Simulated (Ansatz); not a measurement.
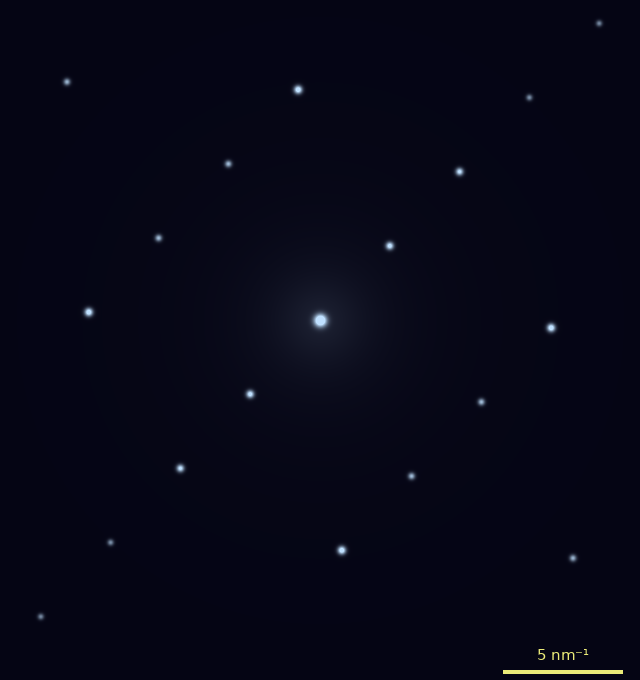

Kinematic zone-axis pattern, calculated for 200 keV electrons with B = 0.5 Å².

Phase: BeC2, space group I4/mmm (No. 139), a = 3.051 Å, c = 4.655 Å. Structure: coordinates from a relaxation (final pressure about 31 GPa) with DFT PBEsol, scalar-relativistic, plane waves, PAW (Ansatz); the starting structure was generated, so it need not be a known form of this composition.

Determine the zone axis from the geometry of the pattern.

The spots form a centred rectangular net whose two shortest vectors correspond to d = 2.33 Å and 1.31 Å, 73.7° apart. They index as 0 0 2 and 1 -2 1, so the zone axis is [210] (or an equivalent direction of <210>).
